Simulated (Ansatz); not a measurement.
The parent structure is BeS in the zinc blende structure (space group F-43m, No. 216; a = 4.8380 Å).

Perturbation: Ca replaces 25.0 % of the Be, ordered in a cell of 8 atoms (starting symmetry P-4m2) and fully relaxed.

The values are results of PBEsol, PAW, 420 eV (Ansatz, a program for electronic structure; no spin-orbit coupling), not measurements.

The zone is the changed cell's own and can be folded.

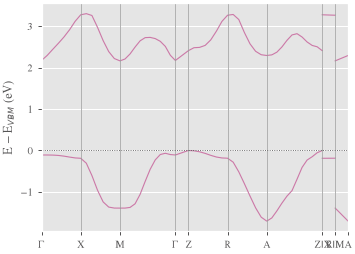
Fig. 1. Highest valence and lowest conduction band along the path of the changed cell's own zone

Q: Read the changed gap and its character from the plot.

A: About 2.2 eV, indirect, Z → M.

Each cell is one ordered arrangement of few atoms, which overstates ordering effects compared with a random alloy. Whether these cells are dynamically stable was not tested. Labels are those of the standard path for the cell's own space group.
